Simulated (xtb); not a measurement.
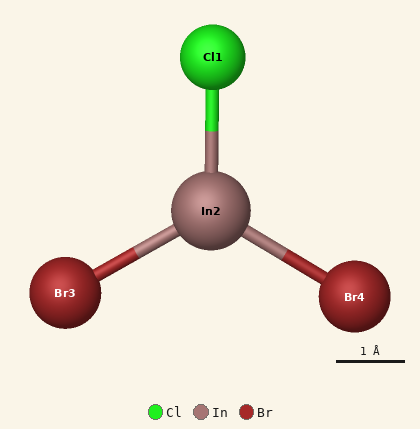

The starting structure (ball-and-stick view, seen at a tilt; atoms are numbered from 1 in the order of the input). Sticks mark near contacts. Bond lengths as drawn: Br–In 2.48 to 2.49 Å and Cl–In 2.29 Å.

# Geometry relaxation of InBr$_{2}$Cl (part 1 of 3)

System: InBr$_{2}$Cl.
Method: GFN2-xTB (xtb 6.7.1).

The geometry comes from this level: GFN2-xTB.

Output
```
* xtb version 6.7.1
   ID    Z sym.   atoms
    1   17 Cl     1
    2   49 In     2
    3   35 Br     3, 4

           -------------------------------------------------
          |                Calculation Setup                |
           -------------------------------------------------

          program call               : xtb geom.xyz --gfn 2 --ohess vtight --uhf 0
          coordinate file            : geom.xyz
          omp threads                :                     1

           -------------------------------------------------
          |                 G F N 2 - x T B                 |
           -------------------------------------------------

      * Hamiltonian:
        H0-scaling (s, p, d)           1.850000    2.230000    2.230000
        zeta-weighting                 0.500000
      * Dispersion:
        s8                             2.700000
        a1                             0.520000
        a2                             5.000000
        s9                             5.000000
      * Repulsion:
        kExp                           1.500000    1.000000
        rExp                           1.000000
      * Coulomb:
        alpha                          2.000000
        third order                    shell-resolved
        anisotropic                    true
        a3                             3.000000
        a5                             4.000000
        cn-shift                       1.200000
        cn-exp                         4.000000
        max-rad                        5.000000

          ...................................................
          :                      SETUP                      :
          :.................................................:
          :  # basis functions                  40          :
          :  # atomic orbitals                  36          :
          :  # shells                           12          :
          :  # electrons                        24          :
          :  max. iterations                   250          :
          :  Hamiltonian                  GFN2-xTB          :
          :  restarted?                      false          :
          :  GBSA solvation                  false          :
          :  PC potential                    false          :
          :  electronic temp.          300.0000000     K    :
          :  accuracy                    1.0000000          :
          :  -> integral cutoff          0.2500000E+02      :
          :  -> integral neglect         0.1000000E-07      :
          :  -> SCF convergence          0.1000000E-05 Eh   :
          :  -> wf. convergence          0.1000000E-03 e    :
          :  Broyden damping             0.4000000          :
          :  net charge                          0          :
          :  unpaired electrons                  0          :
          ...................................................

 iter      E             dE          RMSdq      gap      omega  full diag
   1    -14.0862767 -0.140863E+02  0.241E+01    2.55       0.0  T
   2    -14.1031636 -0.168869E-01  0.123E+01    2.99       1.0  T
   3    -14.0974621  0.570148E-02  0.787E+00    2.46       1.0  T
   4    -14.1112555 -0.137934E-01  0.186E+00    2.66       1.0  T
   5    -14.1116687 -0.413197E-03  0.121E+00    2.74       1.0  T
   6    -14.1121668 -0.498187E-03  0.510E-01    2.70       1.0  T
   7    -14.1122243 -0.574596E-04  0.444E-01    2.70       1.0  T
   8    -14.1123905 -0.166234E-03  0.143E-01    2.70       1.0  T
   9    -14.1124036 -0.130501E-04  0.899E-02    2.70       1.0  T
  10    -14.1124064 -0.278933E-05  0.722E-02    2.70       1.0  T
  11    -14.1124072 -0.832420E-06  0.258E-02    2.70       1.9  T
  12    -14.1124073 -0.859230E-07  0.827E-03    2.70       6.0  T
  13    -14.1124073 -0.205939E-07  0.928E-04    2.70      53.9  T
  14    -14.1124073 -0.407541E-09  0.348E-04    2.70     143.8  T

   *** convergence criteria satisfied after 14 iterations ***

         #    Occupation            Energy/Eh            Energy/eV
      -------------------------------------------------------------
         1        2.0000           -1.0886709             -29.6242
       ...           ...                  ...                  ...
         6        2.0000           -0.4854134             -13.2088
         7        2.0000           -0.4770253             -12.9805
         8        2.0000           -0.4691331             -12.7658
         9        2.0000           -0.4596149             -12.5068
        10        2.0000           -0.4586473             -12.4804
        11        2.0000           -0.4576914             -12.4544
        12        2.0000           -0.4518811             -12.2963 (HOMO)
        13                         -0.3525138              -9.5924 (LUMO)
        14                         -0.1872426              -5.0951
        15                         -0.0589216              -1.6033
        16                         -0.0586729              -1.5966
        17                         -0.0231570              -0.6301
       ...                                ...                  ...
        36                          1.7363754              47.2492
      -------------------------------------------------------------
                  HL-Gap            0.0993673 Eh            2.7039 eV
             Fermi-level           -0.4021974 Eh          -10.9443 eV

 SCC (total)                   0 d,  0 h,  0 min,  0.009 sec
 SCC setup                      ...        0 min,  0.000 sec (  0.904%)
 Dispersion                     ...        0 min,  0.000 sec (  0.241%)
 classical contributions        ...        0 min,  0.000 sec (  0.058%)
 integral evaluation            ...        0 min,  0.001 sec ( 13.800%)
 iterations                     ...        0 min,  0.006 sec ( 61.346%)
 molecular gradient             ...        0 min,  0.002 sec ( 22.451%)
 printout                       ...        0 min,  0.000 sec (  1.035%)

         :::::::::::::::::::::::::::::::::::::::::::::::::::::
         ::                     SUMMARY                     ::
         :::::::::::::::::::::::::::::::::::::::::::::::::::::
         :: total energy             -14.102491950243 Eh    ::
         :: gradient norm              0.000455969188 Eh/a0 ::
         :: HOMO-LUMO gap              2.703920698462 eV    ::
         ::.................................................::
         :: SCC energy               -14.112404558785 Eh    ::
         :: -> isotropic ES            0.014970648973 Eh    ::
         :: -> anisotropic ES          0.001291113114 Eh    ::
         :: -> anisotropic XC         -0.010443182624 Eh    ::
         :: -> dispersion             -0.004095226767 Eh    ::
         :: repulsion energy           0.009912608542 Eh    ::
         :: add. restraining           0.000000000000 Eh    ::
         :: total charge              -0.000000000000 e     ::
         :::::::::::::::::::::::::::::::::::::::::::::::::::::

      -----------------------------------------------------------
     |                   =====================                   |
     |                        A N C O P T                        |
     |                   =====================                   |
     |               Approximate Normal Coordinate               |
     |                Rational Function Optimizer                |
      -----------------------------------------------------------

          ...................................................
          :                      SETUP                      :
          :.................................................:
          :   optimization level         verytight          :
          :   max. optcycles                   200          :
          :   ANC micro-cycles                  20          :
          :   degrees of freedom                 6          :
          :.................................................:
          :   RF solver                   davidson          :
          :   write xtbopt.log                true          :
          :   linear?                        false          :
          :   energy convergence         0.1000000E-06 Eh   :
          :   grad. convergence          0.2000000E-03 Eh/α :
          :   maximum RF displ.          1.0000000          :
          :   Hlow (freq-cutoff)         0.1000000E-01      :
          :   Hmax (freq-cutoff)         5.0000000          :
          :   S6 in model hess.         20.0000000          :
          ...................................................

generating ANC from exact Hessian ...
Using Lindh-Hessian (1995)
 Shifting diagonal of input Hessian by    8.9627099099003314E-003
 Lowest  eigenvalues of input Hessian
    0.000000    0.000000    0.000000    0.000000    0.000000    0.000000
    0.010000    0.010017    0.010112    0.038729    0.069865    0.126542
 Highest eigenvalues
    0.010000    0.010017    0.010112    0.038729    0.069865    0.126542

........................................................................
.............................. CYCLE    1 ..............................
........................................................................

 iter      E             dE          RMSdq      gap      omega  full diag
   1    -14.1124073 -0.141124E+02  0.127E-04    2.70       0.0  T
   2    -14.1124073 -0.414246E-11  0.105E-04    2.70     475.4  T
   3    -14.1124073 -0.144418E-11  0.699E-05    2.70     715.5  T
     SCC iter.                  ...        0 min,  0.001 sec
     gradient                   ...        0 min,  0.002 sec
 * total energy  :   -14.1024920 Eh     change       -0.1225846E-09 Eh
   gradient norm :     0.0004556 Eh/α   predicted     0.0000000E+00 (-100.00%)
   displ. norm   :     0.0127774 α      lambda       -0.3261822E-05
   maximum displ.:     0.0087466 α      in ANC's #5, #3, #4, ...

........................................................................
.............................. CYCLE    2 ..............................
........................................................................

 iter      E             dE          RMSdq      gap      omega  full diag
   1    -14.1125252 -0.141125E+02  0.791E-02    2.72       0.0  T
   2    -14.1125282 -0.299452E-05  0.982E-02    2.71       1.0  T
   3    -14.1125290 -0.804754E-06  0.527E-02    2.71       1.0  T
   4    -14.1125292 -0.239857E-06  0.181E-02    2.71       2.8  T
   5    -14.1125293 -0.506799E-07  0.850E-03    2.71       5.9  T
   6    -14.1125293 -0.321445E-07  0.640E-03    2.71       7.8  T
   7    -14.1125294 -0.215440E-07  0.221E-03    2.71      22.7  T
   8    -14.1125294 -0.340199E-08  0.142E-03    2.71      35.2  T
   9    -14.1125294 -0.785558E-09  0.523E-04    2.71      95.7  T
  10    -14.1125294 -0.867306E-10  0.354E-04    2.71     141.1  T
     SCC iter.                  ...        0 min,  0.004 sec
     gradient                   ...        0 min,  0.002 sec
 * total energy  :   -14.1024859 Eh     change        0.6095591E-05 Eh
   gradient norm :     0.0017689 Eh/α   predicted    -0.1633007E-05 (-126.79%)
   displ. norm   :     0.0080143 α      lambda       -0.9212390E-05
   maximum displ.:     0.0074109 α      in ANC's #5, #4, #1, ...

........................................................................
.............................. CYCLE    3 ..............................
........................................................................

 iter      E             dE          RMSdq      gap      omega  full diag
   1    -14.1124691 -0.141125E+02  0.799E-02    2.71       0.0  T
   2    -14.1124713 -0.223638E-05  0.659E-02    2.71       1.0  T
   3    -14.1124720 -0.667253E-06  0.192E-02    2.71       2.6  T
   4    -14.1124721 -0.785052E-07  0.195E-02    2.71       2.6  T
   5    -14.1124721 -0.483916E-07  0.826E-03    2.71       6.1  T
   6    -14.1124721 -0.192148E-07  0.444E-03    2.71      11.3  T
   7    -14.1124722 -0.199099E-07  0.227E-03    2.71      22.0  T
   8    -14.1124722 -0.421863E-09  0.131E-03    2.71      38.0  T
   9    -14.1124722 -0.244830E-09  0.338E-04    2.71     148.0  T
  10    -14.1124722 -0.275246E-10  0.205E-04    2.71     243.8  T
     SCC iter.                  ...        0 min,  0.004 sec
     gradient                   ...        0 min,  0.002 sec
 * total energy  :   -14.1024924 Eh     change       -0.6585321E-05 Eh
   gradient norm :     0.0002198 Eh/α   predicted    -0.4606016E-05 ( -30.06%)
   displ. norm   :     0.0063160 α      lambda       -0.5705243E-06
   maximum displ.:     0.0037454 α      in ANC's #3, #4, #1, ...

........................................................................
.............................. CYCLE    4 ..............................
........................................................................

 iter      E             dE          RMSdq      gap      omega  full diag
   1    -14.1123851 -0.141124E+02  0.474E-02    2.70       0.0  T
   2    -14.1123853 -0.273306E-06  0.198E-02    2.70       2.5  T
   3    -14.1123854 -0.392523E-07  0.219E-02    2.70       2.3  T
   4    -14.1123854 -0.523845E-07  0.867E-03    2.70       5.8  T
   5    -14.1123854 -0.123732E-07  0.122E-03    2.70      41.1  T
   6    -14.1123854 -0.288690E-09  0.994E-04    2.70      50.3  T
   7    -14.1123854 -0.432276E-09  0.569E-04    2.70      87.8  T
     SCC iter.                  ...        0 min,  0.003 sec
     gradient                   ...        0 min,  0.002 sec
 * total energy  :   -14.1024922 Eh     change        0.2752827E-06 Eh
   gradient norm :     0.0003197 Eh/α   predicted    -0.2838392E-06 (-203.11%)
   displ. norm   :     0.0035320 α      lambda       -0.6125251E-06
   maximum displ.:     0.0030286 α      in ANC's #4, #3, #6, ...

........................................................................
.............................. CYCLE    5 ..............................
........................................................................

 iter      E             dE          RMSdq      gap      omega  full diag
   1    -14.1124583 -0.141125E+02  0.199E-02    2.71       0.0  T
   2    -14.1124584 -0.121920E-06  0.893E-03    2.71       5.6  T
   3    -14.1124584 -0.292532E-07  0.888E-03    2.71       5.6  T
   4    -14.1124584 -0.874426E-08  0.387E-03    2.71      12.9  T
   5    -14.1124584 -0.361460E-08  0.122E-03    2.71      41.0  T
   6    -14.1124584 -0.282709E-09  0.860E-04    2.71      58.1  T
   7    -14.1124584 -0.249315E-09  0.406E-04    2.71     123.3  T
     SCC iter.                  ...        0 min,  0.003 sec
     gradient                   ...        0 min,  0.002 sec
 * total energy  :   -14.1024926 Eh     change       -0.4075986E-06 Eh
   gradient norm :     0.0001271 Eh/α   predicted    -0.3072499E-06 ( -24.62%)
   displ. norm   :     0.0028215 α      lambda       -0.1824214E-06
   maximum displ.:     0.0016938 α      in ANC's #3, #6, #4, ...

........................................................................
.............................. CYCLE    6 ..............................
........................................................................

 iter      E             dE          RMSdq      gap      omega  full diag
   1    -14.1124343 -0.141124E+02  0.225E-02    2.71       0.0  T
   2    -14.1124344 -0.126158E-06  0.115E-02    2.70       4.3  T
   3    -14.1124344 -0.126205E-07  0.656E-03    2.70       7.6  T
   4    -14.1124344 -0.330925E-08  0.318E-03    2.70      15.7  T
   5    -14.1124344 -0.216449E-09  0.209E-03    2.70      23.9  T
   6    -14.1124344 -0.140576E-08  0.860E-04    2.70      58.2  T
   7    -14.1124344 -0.551626E-09  0.387E-04    2.70     129.2  T
     SCC iter.                  ...        0 min,  0.003 sec
     gradient                   ...        0 min,  0.002 sec
 * total energy  :   -14.1024923 Eh     change        0.2261973E-06 Eh
   gradient norm :     0.0003569 Eh/α   predicted    -0.8997956E-07 (-139.78%)
   displ. norm   :     0.0019081 α      lambda       -0.3559672E-06
   maximum displ.:     0.0013066 α      in ANC's #6, #3, #4, ...

........................................................................
.............................. CYCLE    7 ..............................
........................................................................

 iter      E             dE          RMSdq      gap      omega  full diag
   1    -14.1124461 -0.141124E+02  0.154E-02    2.71       0.0  T
   2    -14.1124461 -0.667531E-07  0.783E-03    2.71       6.4  T
   3    -14.1124461 -0.791670E-08  0.437E-03    2.71      11.4  T
   4    -14.1124461 -0.180832E-08  0.220E-03    2.71      22.7  T
   5    -14.1124461  0.505818E-10  0.155E-03    2.71      32.2  T
   6    -14.1124461 -0.792037E-09  0.591E-04    2.71      84.6  T
   7    -14.1124461 -0.268802E-09  0.246E-04    2.71     203.3  T
     SCC iter.                  ...        0 min,  0.003 sec
     gradient                   ...        0 min,  0.002 sec
 * total energy  :   -14.1024926 Eh     change       -0.2658211E-06 Eh
   gradient norm :     0.0000034 Eh/α   predicted    -0.1782846E-06 ( -32.93%)
   displ. norm   :     0.0001874 α      lambda        0.8872318E-09
   maximum displ.:     0.0001374 α      in ANC's #1, #3, #2, ...

........................................................................
.............................. CYCLE    8 ..............................
........................................................................
```
